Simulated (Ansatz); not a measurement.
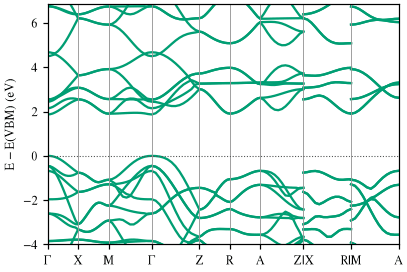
Figure. Band structure from DFT-PBEsol in the program Ansatz with PAW potentials

Task: Read off the gap and where the band edges lie.

Result: About 1.9 eV (1.87 eV by a search for the band edges); maximum at Γ, minimum at Γ.

The material is TiO$_{2}$ (rutile, space group No. 136).

Space group P4_2/mnm (rutile). The cell was relaxed with PBEsol under the symmetry of its start. The run is not spin-polarised.

Potentials: the later of the program's two PAW sets.
